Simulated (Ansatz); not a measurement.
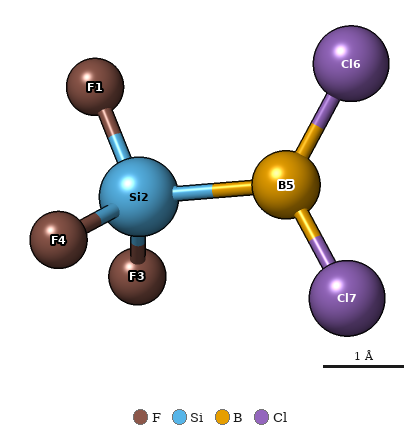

Figure 1. The structure as given in the input (ball-and-stick view, seen at a tilt; atoms are numbered from 1 in the order of the input). Bond lengths as drawn: B–Cl 1.73 Å, B–Si 2.01 Å and F–Si 1.58 Å.

# BSiCl$_{2}$F$_{3}$: one change and its effect

System: BSiCl$_{2}$F$_{3}$.
Method of run A: RKS PBE-QIDH (frozen core)/def2-TZVPP (Ansatz 0.2.0).

The geometry comes from this level: PBE0-D4/def2-TZVP. Text and figures count atoms from 1; the logs count them from 0 in places.

**Input, run A**
```yaml
crystal:
  periodic: [false, false, false]
  atoms:
    - {symbol: F, position_ang: [-0.114009, -1.091379, 1.756702]}
    - {symbol: Si, position_ang: [0.185130, -0.818456, 0.232735]}
    - {symbol: F, position_ang: [-0.671088, -1.842843, -0.609213]}
    - {symbol: F, position_ang: [1.708191, -1.148438, -0.017864]}
    - {symbol: B, position_ang: [-0.232891, 1.072652, -0.304843]}
    - {symbol: Cl, position_ang: [-0.847013, 2.210551, 0.847676]}
    - {symbol: Cl, position_ang: [0.032981, 1.550013, -1.950893]}
basis:
  gaussian: {orbitals: def2-TZVPP}
hamiltonian: {xc: {name: PBE-QIDH}}
```

Hardware: 4 CPU threads, shared host.

**Output (run A)**
```
Functional definition: PBE-QIDH
  parameter a = 3^(-1/3)
  parameter c = 1/3
  exchange = (1 - a)*pbe_x + a*exact_x
  correlation = (1 - c)*pbe_c + c*(mp2_os + mp2_ss)
1574 factors; integrals over basis functions are off by at most 8.0e-4 eV
mean field evaluation 1: about -41717.7565 eV, gradient 4.5e1 eV
mean field evaluation 2: about -41717.9716 eV, gradient 4.6e1 eV
mean field evaluation 4: about -41721.1389 eV, gradient 2.1e0 eV
mean field evaluation 8: about -41721.1730 eV, gradient 2.7e-1 eV
mean field evaluation 16: about -41721.1733 eV, gradient 1.0e-4 eV
mean field -41721.17326278 eV, -1533.2248377802 hartree, gradient 5.7e-6 eV, S^2 0.000000; 0 other end points of the search recorded, 0 dependent functions left out
19 core orbitals not correlated: weight in the atoms' cores, before any rotation towards them, 1.000 or more for the frozen orbitals, at most 0.000 for the correlated occupied ones
reference -41721.17327366 eV, -1533.2248381801 hartree; 21, 21 occupied and 210, 210 virtual orbitals, 1574 factors
second order -40.14678047 eV of doubles, -0.00000000 eV of singles
Total energy: -41734.55553382 eV, -1533.7166271700 hartree
```

The input of run B differs as follows (lines with − go, lines with + come):
```diff
-hamiltonian: {xc: {name: PBE-QIDH}}
+hamiltonian: {xc: {name: B2PLYP}}
```

How does run B compare with run A?

The total energies belong to different methods, so their difference says nothing on which is more stable or more accurate. The functional changes from PBE-QIDH to B2PLYP.

**Output (run B)**
```
Functional definition: B2PLYP
  parameter a = 0.53
  parameter c = 0.27
  exchange = (1 - a)*b88_x + a*exact_x
  correlation = (1 - c)*lyp_c + c*(mp2_os + mp2_ss)
1574 factors; integrals over basis functions are off by at most 8.0e-4 eV
mean field evaluation 1: about -41731.9710 eV, gradient 4.9e1 eV
mean field evaluation 2: about -41732.3996 eV, gradient 5.0e1 eV
mean field evaluation 4: about -41735.8379 eV, gradient 2.2e0 eV
mean field evaluation 8: about -41735.8738 eV, gradient 3.3e-1 eV
mean field evaluation 16: about -41735.8740 eV, gradient 1.1e-4 eV
mean field -41735.87404796 eV, -1533.7650816711 hartree, gradient 2.4e-6 eV, S^2 0.000000; 0 other end points of the search recorded, 0 dependent functions left out
19 core orbitals not correlated: weight in the atoms' cores, before any rotation towards them, 1.000 or more for the frozen orbitals, at most 0.000 for the correlated occupied ones
reference -41735.87421122 eV, -1533.7650876709 hartree; 21, 21 occupied and 210, 210 virtual orbitals, 1574 factors
second order -43.06062365 eV of doubles, -0.00000000 eV of singles
Total energy: -41747.50057961 eV, -1534.1923488284 hartree
```

**The two runs side by side**

| quantity | run A | run B |
| --- | --- | --- |
| outcome | converged | converged |
| total energy (hartree) | −1533.716627 | −1534.192349 |
| basis functions | 250 | 250 |
| wall time (shared host) | 9.5 s | 11 s |
